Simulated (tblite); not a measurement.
C₆H₆: molecular dynamics

The run: molecular dynamics of C₆H₆. Method and program: GFN2-xTB Langevin dynamics, gas phase (tblite 0.8.0).

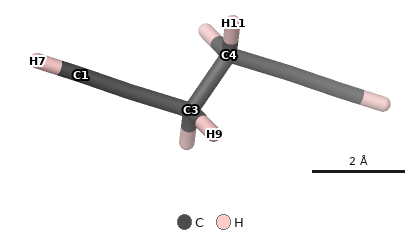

Figure 1. The starting structure (stick view, seen at a tilt; atoms are numbered from 1 in the order of the input).

**The input**
```
{"job": {"dt": 1.5, "steps": 8000, "equilibration": 400, "friction": 0.005, "h_mass": 4.0, "temperature": 700, "xc": "GFN2-xTB", "basis": "xTB", "kind": "md"}, "charge": 0, "multiplicity": 1}
C      2.920009    -0.577956    -0.342295
C      1.819068    -0.114049    -0.408322
C      0.471419     0.412858    -0.457184
C     -0.470789    -0.413703     0.435959
C     -1.818144     0.114230     0.390773
C     -2.919280     0.578381     0.330158
H      3.892086    -0.969137    -0.297817
H      0.111976     0.391195    -1.490316
H      0.477707     1.453857    -0.120506
H     -0.478564    -1.454190     0.097736
H     -0.109177    -0.393793     1.468408
H     -3.891517     0.969565     0.289299
```

The first line tells a small driver script what to run in tblite; the rest is the geometry in Å.

Hardware: 1 CPU thread, shared host.

Run as:
```bash
OMP_NUM_THREADS=1 python <driver script> task.json out
```

**What the program printed**
```
t/fs     T/K   E - E0/eV
     0.0    709.7     0.0000
   525.0    684.1     0.7324
  1050.0   1116.2     0.8965
  1575.0    807.0     0.8693
  2100.0    299.1     1.1144
  2625.0    720.4     0.9965
  3150.0    555.9     0.8694
  3675.0    460.3     0.7515
  4200.0    656.7     0.9605
  4725.0    827.4     1.0068
  5250.0    583.4     0.8467
  5775.0    541.8     0.5388
  6300.0    747.5     1.0363
  6825.0    489.7     0.9039
  7350.0    293.0     0.9222
  7875.0    730.4     0.5634
  8400.0    650.6     0.7012
  8925.0    750.8     0.5978
  9450.0    626.3     0.8374
  9975.0    892.1     1.5362
 10500.0    911.3     0.4932
 11025.0    839.5     1.1433
 11550.0    873.6     1.6664
 12075.0    754.2     0.7033
 12600.0    657.0     1.0507
```

**Trajectory as extended XYZ (Å, eV, eV/Å), 18 of the 25 frames kept, from step=0 to step=8400**
```
12
Properties=species:S:1:pos:R:3:forces:R:3 step=0 time_fs=0.0 energy=-428.75370 temperature=709.7
C     2.9200   -0.5780   -0.3423   -0.0020   0.0010   0.0000
C     1.8191   -0.1140   -0.4083    0.0020   0.0000   0.0000
C     0.4714    0.4129   -0.4572    0.0000   0.0000   0.0000
C    -0.4708   -0.4137    0.4360    0.0010   0.0000   0.0000
C    -1.8181    0.1142    0.3908    0.0000   0.0000   0.0010
C    -2.9193    0.5784    0.3302    0.0010  -0.0010  -0.0020
H     3.8921   -0.9691   -0.2978    0.0000   0.0000  -0.0010
H     0.1120    0.3912   -1.4903   -0.0010   0.0000   0.0000
H     0.4777    1.4539   -0.1205    0.0010   0.0000   0.0000
H    -0.4786   -1.4542    0.0977   -0.0010   0.0000   0.0010
H    -0.1092   -0.3938    1.4684   -0.0010   0.0000   0.0000
H    -3.8915    0.9696    0.2893    0.0000   0.0010   0.0000
12
Properties=species:S:1:pos:R:3:forces:R:3 step=350 time_fs=525.0 energy=-428.02129 temperature=684.1
C     3.5457    0.9597   -0.0901   -1.8500  -0.7520   0.3730
C     2.4602    0.7000    0.4165    1.2490  -0.1200  -0.9280
C     1.1021    0.4948    1.0133    0.1320   3.0950  -1.3390
C     0.3042   -0.7340    0.6624   -0.2640  -0.5470  -0.7800
C    -1.1824   -0.5628    0.7829    7.3300  -1.3990  -0.5450
C    -2.2895   -0.2984    0.9709   -5.4060   0.9370   0.6160
H     4.4415    1.0708   -0.6906   -0.9120  -0.0070   0.8870
H     0.4937    1.4128    0.5452    0.9800  -1.4790   1.0400
H     1.2039    0.6742    2.0607   -0.1380   0.0580   0.8440
H     0.5533   -0.8496   -0.3861   -0.4620  -0.3210  -0.7290
H     0.7301   -1.6511    1.1076   -0.6390   0.3630   0.4220
H    -3.3377   -0.2319    0.9777   -0.0190   0.1730   0.1400
12
Properties=species:S:1:pos:R:3:forces:R:3 step=1050 time_fs=1575.0 energy=-427.88439 temperature=807.0
C     1.1590    0.7228   -2.1140   -0.0060  -0.0490   0.3760
C     1.6808    0.5391   -1.0419    0.8060   1.1490   0.5140
C     2.5194    0.7662    0.1799   -0.7180  -0.6540   0.1350
C     3.5645   -0.3689    0.3733   -0.3000   0.2150  -2.4750
C     4.2322   -0.5043    1.6092    3.1410  -1.2980   7.1340
C     4.7944   -0.7244    2.7354   -2.3900   1.2250  -5.2630
H     0.5994    0.8501   -3.0113    0.2790  -0.3420   0.4590
H     1.9760    0.5920    1.0963   -1.1810   0.4070   0.1770
H     2.8500    1.8272    0.2205    0.2640  -0.8250  -0.3340
H     3.0422   -1.2775    0.0046    0.2120   0.0470   0.7350
H     4.3224   -0.2084   -0.3820    0.6830   0.0560  -0.4040
H     5.4025   -0.8051    3.6299   -0.7890   0.0700  -1.0540
12
Properties=species:S:1:pos:R:3:forces:R:3 step=1400 time_fs=2100.0 energy=-427.63929 temperature=299.1
C     2.0094    0.7282   -2.4030   -2.7070  -0.5890   0.8970
C     2.4204    0.5293   -1.2645   -0.0220  -0.1720  -3.2990
C     3.4873    0.2528   -0.3769    1.2680  -1.7810   1.0670
C     3.0684   -0.7113    0.7776    0.3830   0.9360   1.4220
C     4.0048   -0.4083    1.8893   -1.1480  -0.5100  -0.3160
C     4.4092   -0.1771    2.9903   -0.1500   0.3190   0.1600
H     1.0336    0.7230   -2.9891    2.2520   0.3550   0.7670
H     3.6939    1.1503    0.1417    0.5060   1.2840   0.5720
H     4.4906   -0.1151   -0.7982   -1.5370   0.3870  -0.0210
H     2.0958   -0.3312    1.2270    0.6730  -0.6830  -0.7870
H     3.0485   -1.8057    0.6645   -0.1110   0.5660  -0.6440
H     4.6271    0.2144    3.9328    0.5930  -0.1100   0.1840
12
Properties=species:S:1:pos:R:3:forces:R:3 step=2100 time_fs=3150.0 energy=-427.88432 temperature=555.9
C     2.7773   -1.4820   -2.0384    3.2550   1.0860   2.2320
C     3.5333   -0.8663   -1.2621   -2.0590  -1.9380  -1.7240
C     4.2978   -0.2767   -0.1369   -2.0800  -1.0010  -0.5970
C     3.7382   -1.0479    1.1700    0.4460   0.6670  -1.2820
C     4.2145   -0.4027    2.3680    0.4320   0.8060   1.9450
C     4.5602    0.0875    3.4291   -1.2700  -1.8730  -3.8330
H     2.7344   -2.3198   -2.6975   -0.7070   0.7340   0.0210
H     3.9926    0.7880   -0.0946    0.8700  -0.4450   0.2390
H     5.3188   -0.5369   -0.4635   -0.1480   0.6620   0.9050
H     2.6145   -0.9506    1.0905    1.1230  -0.4380   0.2650
H     4.1086   -2.0988    1.1411   -0.5760   0.6220  -0.0480
H     4.8508    0.6579    4.1954    0.7140   1.1170   1.8780
12
Properties=species:S:1:pos:R:3:forces:R:3 step=2450 time_fs=3675.0 energy=-428.00223 temperature=460.3
C     2.2814   -1.5983   -0.8458   -0.0820  -1.0210  -1.0510
C     2.4485   -0.5983   -0.2131    0.3120  -0.1450   0.3710
C     2.6105    0.5044    0.7340   -0.1430  -0.5410  -1.2980
C     2.1954    0.0302    2.0996   -2.8130   1.0090   2.3870
C     1.9970    1.1547    3.0682    1.5250  -2.0950  -2.1210
C     2.3051    1.9781    3.8542    0.5520   2.0120   1.9260
H     2.1685   -2.4264   -1.5395    0.0770   0.9410   0.8260
H     1.9790    1.2807    0.2486    0.5880   0.1520   0.8970
H     3.6979    0.7401    0.8202   -0.8300   0.3450  -0.3600
H     1.1428   -0.3687    2.3412    1.1980  -0.5070  -1.6710
H     2.9406   -0.6673    2.4642   -0.0310  -0.0620   0.2720
H     2.4574    2.7211    4.5923   -0.3520  -0.0890  -0.1790
12
Properties=species:S:1:pos:R:3:forces:R:3 step=2800 time_fs=4200.0 energy=-427.79316 temperature=656.7
C     4.2391   -3.5436    0.0538   -0.9810   3.0910   1.5800
C     3.8827   -2.4772    0.5431   -0.1070  -2.7730  -1.9290
C     3.3516   -1.2163    1.0551    1.8280  -1.9250  -0.0320
C     2.9347   -1.5167    2.4980   -1.9780   0.5430  -0.3650
C     3.3941   -0.4399    3.3322    0.5800   2.0800   2.9100
C     3.6303    0.5258    4.0618   -1.0780  -4.2300  -3.2280
H     4.7042   -4.4387   -0.1654    0.2430  -0.5800  -0.2940
H     2.5687   -0.7445    0.5346   -0.8640   0.2090  -0.9490
H     4.2737   -0.6689    0.8933    0.0320   1.1040   0.7940
H     1.8138   -1.5226    2.5241    0.1710   0.8300  -0.1230
H     2.9783   -2.5758    2.7602    1.6240   0.1960   0.4730
H     3.8546    1.1459    4.8207    0.5310   1.4540   1.1620
12
Properties=species:S:1:pos:R:3:forces:R:3 step=3500 time_fs=5250.0 energy=-427.90698 temperature=583.4
C     2.3938   -4.3934   -1.2397    0.2010  -0.4250  -0.8520
C     2.4376   -4.0381   -0.1103   -0.9040  -0.3900   2.4280
C     2.3347   -3.9636    1.3607    2.4860   2.5180  -1.5180
C     3.9015   -3.4231    1.6537   -0.9620  -3.3570  -0.7760
C     4.2929   -3.5689    3.0064    0.0990   0.6620   1.6680
C     4.5362   -3.3957    4.1741   -0.1390  -0.2510  -1.4150
H     2.5901   -4.7726   -2.1781   -0.0270   0.0780  -0.9160
H     1.9434   -4.8923    1.7680    0.7210   0.1410   0.2090
H     1.7277   -3.1078    1.6394   -0.3750  -0.0970   0.1820
H     4.5643   -4.1490    1.0738   -0.6630   0.7780   0.3620
H     4.1484   -2.4298    1.3318   -0.6270   0.4270  -0.3820
H     4.9805   -3.3552    5.0982    0.1890  -0.0830   1.0100
12
Properties=species:S:1:pos:R:3:forces:R:3 step=3850 time_fs=5775.0 energy=-428.21490 temperature=541.8
C     4.9125   -3.9932   -0.7212   -0.7830  -0.5190   1.3340
C     4.4522   -4.2203    0.3720   -0.5250   0.1560   0.1370
C     3.8626   -4.1006    1.7245    1.1540  -0.8480   0.7820
C     3.9737   -5.3939    2.7188    0.9000   1.9320  -0.3860
C     3.8727   -4.9907    4.1669    0.3420  -0.8440  -2.7600
C     4.1492   -4.6959    5.2872    0.0400   0.2310   2.2300
H     5.1508   -3.9977   -1.7284    0.3960   0.0490  -0.5020
H     2.8068   -3.8398    1.6950    0.0700   0.1610  -0.2640
H     4.4617   -3.2704    2.1492   -0.4980  -0.2980   0.2550
H     3.2145   -6.0907    2.3869   -0.1070  -0.1740   0.3340
H     4.9948   -5.8271    2.5490   -0.8330   0.1930   0.2970
H     4.2244   -4.5371    6.3668   -0.1570  -0.0390  -1.4590
12
Properties=species:S:1:pos:R:3:forces:R:3 step=4550 time_fs=6825.0 energy=-427.84984 temperature=489.7
C     4.8150   -4.0836    1.3873   -0.1770  -2.3230   1.2270
C     4.5733   -5.1676    1.8897   -0.0840   1.5800  -1.5830
C     3.8881   -6.3976    2.2004    1.0170  -0.0640   1.6970
C     3.0587   -6.0913    3.5267    0.8870  -1.3470  -0.2540
C     2.9608   -7.3336    4.3414    2.1030  -1.2090   4.7540
C     3.2593   -7.9968    5.3826   -1.2380   1.7580  -4.3730
H     5.4307   -3.2836    1.1986    0.3210   1.0010  -0.3250
H     4.6875   -7.1396    2.4800   -0.6690   0.3840  -0.3310
H     3.3383   -6.7710    1.3287   -0.1750   0.1010   0.5140
H     3.4622   -5.1934    4.0805   -0.0200  -1.2460  -0.3600
H     2.1023   -5.8208    3.1998   -1.6490   0.4550  -0.3770
H     3.4000   -8.8714    6.0073   -0.3140   0.9110  -0.5910
12
Properties=species:S:1:pos:R:3:forces:R:3 step=4900 time_fs=7350.0 energy=-427.83149 temperature=293.0
C     6.0520   -4.5946    2.1306   -2.1090  -0.1380  -0.2980
C     4.8601   -4.3302    2.1859    0.2440  -0.3030  -0.5120
C     3.3617   -4.1011    2.2216    0.8360  -0.6110   0.5060
C     2.8439   -3.9956    3.6992    0.2150  -2.1900  -0.1620
C     3.1996   -5.2208    4.5461   -0.7520   3.6370  -2.4710
C     3.9033   -5.8164    5.2956   -0.0680  -1.1380   1.7160
H     6.9871   -5.0758    1.9200   -0.5340   0.7090   0.4100
H     2.8258   -4.9663    1.7337    0.8740   0.3460   0.5390
H     2.9770   -3.2499    1.6342    0.7700   0.1020   0.3560
H     3.1957   -3.1121    4.2576   -0.2290  -0.3570  -0.4780
H     1.7566   -4.0552    3.5828    0.0020   0.4920   0.4040
H     3.8702   -6.3900    6.1733    0.7520  -0.5480  -0.0110
12
Properties=species:S:1:pos:R:3:forces:R:3 step=5600 time_fs=8400.0 energy=-428.05253 temperature=650.6
C     6.0084   -2.4279    0.3359   -0.3450  -0.3670  -0.7250
C     5.2565   -1.4899    0.3557    0.8520   0.1070   0.1500
C     4.4873   -0.3836    0.8524   -1.2470  -1.1740   1.0740
C     3.1165   -1.0757    1.3367    1.0560   1.6390   0.8130
C     3.1570   -2.4969    1.3611    0.0980   0.2880   0.6480
C     3.0080   -3.6566    1.5627   -0.5470  -1.3500   0.2290
H     6.3786   -3.3524   -0.0201    0.2350   0.2740   0.2480
H     4.2406    0.3738    0.1738   -0.3300   0.7890  -1.5920
H     5.0417    0.1669    1.6146   -0.1330  -0.4670   0.5710
H     2.8345   -0.6594    2.3398    0.2770  -0.4480  -0.5920
H     2.2814   -0.9037    0.6870   -0.2860   0.8150  -0.6930
H     2.6978   -4.6506    1.6983    0.3700  -0.1050  -0.1330
12
Properties=species:S:1:pos:R:3:forces:R:3 step=5950 time_fs=8925.0 energy=-428.15593 temperature=750.8
C     4.7263   -3.7639   -0.4510   -0.0900   2.1870   0.2480
C     4.9027   -2.5735   -0.2254   -0.3160  -2.7440  -1.0370
C     5.1876   -1.1776   -0.1212    0.5140   2.4900   0.2210
C     3.9569   -0.2469   -0.4987   -0.1020  -3.9300   0.5970
C     2.9242   -0.7689    0.3692    0.1420   0.9510  -0.1210
C     2.1085   -0.9296    1.2202    0.1370  -0.1210  -0.1480
H     4.3812   -4.7480   -0.6775    0.3910   0.5490   0.3200
H     6.0723   -0.8014   -0.6729   -0.2890  -0.7170  -0.3780
H     5.4669   -0.8980    0.9076   -0.3180  -0.3320   0.1460
H     4.0265    0.7675   -0.4203    0.8930   2.5530   0.6940
H     3.5969   -0.4353   -1.4764    0.0210  -0.4700  -1.4450
H     1.4372   -1.3544    1.8572   -0.9850  -0.4160   0.9050
12
Properties=species:S:1:pos:R:3:forces:R:3 step=6300 time_fs=9450.0 energy=-427.91627 temperature=626.3
C     4.8401   -5.4624   -0.2012    0.2640   2.4740   1.5550
C     4.9564   -4.4500    0.4360    0.3830  -0.3970   0.0020
C     4.9837   -3.1958    1.1442   -0.8860   1.0680   0.4570
C     4.8095   -1.9847    0.0801   -1.2380  -2.3890   1.6530
C     3.5551   -2.1377   -0.6685   -3.3120  -0.2890  -1.5410
C     2.4830   -2.3610   -1.2609    2.0200   0.9230   0.3870
H     4.8348   -6.2961   -0.7451   -0.1190  -2.0790  -1.3070
H     5.8999   -2.9149    1.7568   -0.8100  -0.9150  -0.8370
H     4.1000   -3.2169    1.8695    0.9480   0.2370  -0.8020
H     4.9459   -1.1771    0.7789   -0.4070   0.9890  -0.6620
H     5.6022   -2.1509   -0.5956    0.9960   0.3820  -0.8100
H     1.5881   -2.4058   -1.9817    2.1600  -0.0030   1.9040
12
Properties=species:S:1:pos:R:3:forces:R:3 step=7000 time_fs=10500.0 energy=-428.26046 temperature=911.3
C     6.4446   -4.5400    1.3689    0.0370   0.1360  -0.4370
C     6.4853   -4.1784    0.2436   -0.0320   0.5610  -2.6500
C     6.5633   -3.6762   -1.1419   -2.0210   0.9000   0.6000
C     6.6324   -2.1285   -1.0604    1.1190   1.2900   0.8830
C     5.4024   -1.6093   -0.5039   -0.5370  -0.6480  -0.5520
C     4.2784   -1.6048   -0.0844   -0.3890   0.7640   0.2460
H     6.2988   -4.9158    2.2871   -0.1340  -0.6870   1.9890
H     5.6388   -3.9665   -1.7590    0.9170   0.3410   1.0640
H     7.3747   -4.0800   -1.6604    1.5060  -0.5630  -0.5850
H     7.3691   -1.7409   -0.2846   -0.1250  -0.9730  -0.6630
H     6.9477   -1.5591   -1.9695   -0.5510  -0.8510   0.1940
H     3.3757   -1.2379    0.3318    0.2100  -0.2700  -0.0880
12
Properties=species:S:1:pos:R:3:forces:R:3 step=7350 time_fs=11025.0 energy=-427.61045 temperature=839.5
C     8.7128   -3.3689    2.9453    1.7410  -0.5550   2.9890
C     8.2159   -3.4243    1.8897   -2.9660  -1.1230  -5.2680
C     7.5212   -3.7367    0.5187    0.6420   0.6150   3.8580
C     8.2510   -2.8517   -0.4675   -0.5110   0.9690  -2.8480
C     7.6627   -1.4569   -0.3418    0.4640   0.7280  -0.2570
C     7.2800   -0.2979   -0.2930    0.6660  -2.6280  -0.3390
H     9.2809   -3.6939    3.7656    0.0020   0.6820   0.3720
H     6.4406   -3.4164    0.6379    1.1200  -0.3320  -0.3710
H     7.5509   -4.8659    0.5534    0.2550   1.1980  -0.9100
H     9.3816   -2.8420   -0.5843   -1.1620   0.0260   1.3060
H     8.0258   -3.1824   -1.5555   -0.3350   0.3910   1.2250
H     6.8043    0.6311   -0.4020    0.0840   0.0300   0.2430
12
Properties=species:S:1:pos:R:3:forces:R:3 step=8050 time_fs=12075.0 energy=-428.05038 temperature=754.2
C     7.3896   -1.2106    4.4643    1.1830  -1.0050  -1.7240
C     7.9391   -1.3543    3.3835   -1.0550   0.5670   1.5360
C     8.4615   -1.4010    2.0307    0.6220  -1.4890   0.5530
C     8.0837   -2.8281    1.4384    1.6360   1.6810  -0.6770
C     8.4618   -2.9141    0.0131   -1.4330   0.6720   3.9990
C     8.8502   -3.4163   -0.9768    0.4940  -0.3670  -2.9930
H     7.1004   -1.5235    5.4287   -0.1430   0.5150  -0.0430
H     9.5790   -1.4166    2.0977   -0.6590   0.2970  -0.0950
H     8.1718   -0.5762    1.4302   -0.5170   0.6680  -0.5240
H     8.8306   -3.3960    1.9780   -0.5070  -1.0650   0.1720
H     7.0526   -3.1156    1.5682   -0.1020  -0.0100   0.2280
H     8.8954   -3.3604   -2.0182    0.4810  -0.4640  -0.4320
12
Properties=species:S:1:pos:R:3:forces:R:3 step=8400 time_fs=12600.0 energy=-427.70299 temperature=657.0
C     8.3791   -1.6762    4.4842    0.4580   0.5190   0.4960
C     7.8399   -1.7758    3.4272   -0.3060  -0.2240  -1.6910
C     7.5706   -2.1741    2.0294    0.1520   0.7730   1.0450
C     7.0829   -3.5818    1.9653   -2.0540  -0.7980   4.9280
C     7.5838   -4.3626    0.9628    0.2200  -0.0560  -1.1770
C     7.8397   -4.6808   -0.1469    0.1260  -0.1480  -0.3250
H     8.9240   -1.3081    5.2950   -0.1900  -0.1470   0.5110
H     8.5502   -2.1964    1.6108    0.8500   0.4420  -0.7630
H     6.9143   -1.4995    1.5052   -0.0940   0.3980  -0.1000
H     7.4403   -4.0156    2.9634   -0.6760   0.0650  -0.7560
H     5.9596   -3.6343    1.9737    0.7320   0.0170   0.0640
H     8.1012   -4.6421   -1.1107    0.7830  -0.8420  -2.2320
```

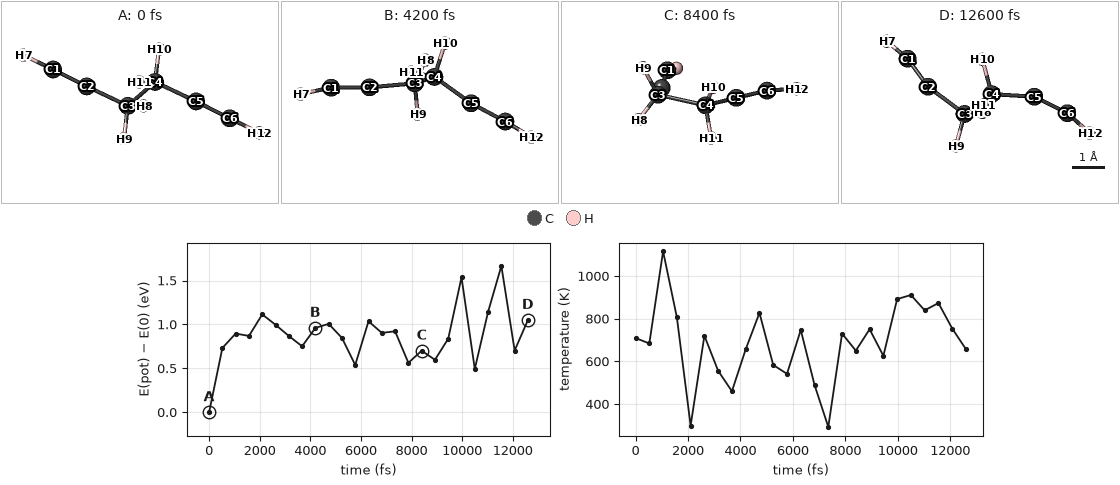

Figure 2. Frames of the molecular dynamics (ball-and-stick, seen at a tilt) above the curves, on which the letters mark them. The trajectory kept here has 25 frames over 12600 fs. The temperature starts at 710 K, ranges from 293 to 1116 K and averages 709 K over the second half. The potential energy ends 1.051 eV above its first value. After an unweighted best fit of the last frame on the first, the root-mean-square displacement is 0.59 Å, and H7 has moved furthest (1.04 Å).

**Key numbers**

- outcome: finished
- mean temperature over the second half: 709 K
- trajectory: 25 frames kept, 12600 fs
- wall time: 35 s
- peak memory: 0.47 GiB
